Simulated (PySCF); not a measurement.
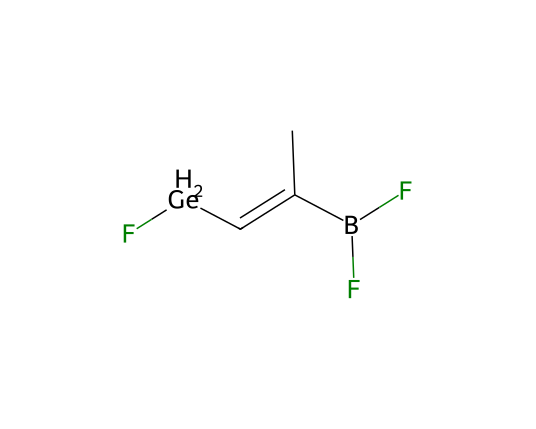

2D structure.

Transcribe the drawing into SMILES.

Answer. C/C(=[CH]\[GeH2][F])B(F)F

What is the molecular formula?

Answer. C3H6BF3Ge.

An optimisation with GFN2-xTB gave a structure of which point group?

Answer. C1. Other conformers may differ.

The parts below concern this one geometry. Atoms keep their numbers from picture to picture. The geometry was computed by an optimisation with GFN2-xTB. No frequency run is at hand to confirm it as a minimum.

### Electronic properties

No frequency run is at hand to confirm it as a minimum. Level of theory: B3LYP/pcJ-1 (pcSseg-1 on Ge), gas phase (PySCF 2.14.0).

Computed properties:

- dipole moment: 2.06 D
- HOMO energy (Kohn–Sham orbital): −8.21 eV
- LUMO energy (Kohn–Sham orbital): −2.26 eV
- HOMO–LUMO gap: 5.95 eV

### Quadrupole coupling

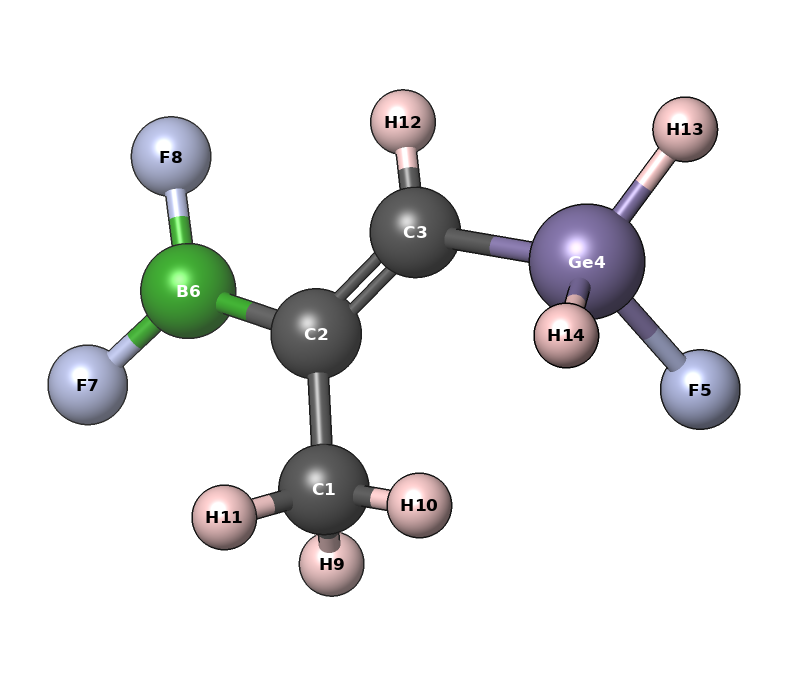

No frequency run is at hand to confirm it as a minimum. Electric field gradients from the ground-state density, B3LYP/pcJ-1 (pcSseg-1 on Ge) (PySCF 2.14.0), non-relativistic apart from any core potentials.

Give the largest field-gradient component, the quadrupole coupling constant and the asymmetry for 73Ge at Ge4 (Q = −196 mb), 11B at B6 (Q = 40.59 mb), 2H at H9 (Q = 2.86 mb), 2H at H10 (Q = 2.86 mb), 2H at H11 (Q = 2.86 mb), 2H at H12 (Q = 2.86 mb).

| atom | V_zz (a.u.) | e²qQ/h (MHz) | η |
| --- | --- | --- | --- |
| Ge4 | 2.156 | −99.3 | 0.16 |
| B6 | 0.327 | 3.12 | 0.73 |
| H9 | 0.300 | 0.201 | 0.04 |
| H10 | 0.296 | 0.199 | 0.08 |
| H11 | 0.300 | 0.202 | 0.04 |
| H12 | 0.308 | 0.207 | 0.05 |

### Spin–spin coupling

No frequency run is at hand to confirm it as a minimum. Method: B3LYP/pcJ-1 (pcSseg-1 on Ge) indirect spin-spin coupling, non-relativistic, gas phase (PySCF 2.14.0). Isotopes: 11B, 13C, 19F, 1H.

Give the spin–spin coupling constants of these pairs, with the number of bonds between them: B6/F8, C1/B6, C2/F8, C3/F5, C3/B6, F5/H13, F5/H14, F7/F8, C1/F7, B6/H9, B6/H10, B6/H11.

```
   pair  bonds apart  J (Hz)
 B6, F8            1  −122.3
 C1, B6            2     4.4
 C2, F8            2    31.0
 C3, F5            2     4.4
 C3, B6            2     3.4
F5, H13            2    37.6
F5, H14            2    42.4
 F7, F8            2  −205.8
 C1, F7            3    −4.0
 B6, H9            3     2.4
B6, H10            3     9.0
B6, H11            3     2.2
```

Density functionals are unreliable for couplings to fluorine, so those rows may be far off.

The geometry is semi-empirical. Around B, Ge such bond lengths and angles can be off by a tenth of an ångström or more and by several degrees, and values that hang on the shape move with them.
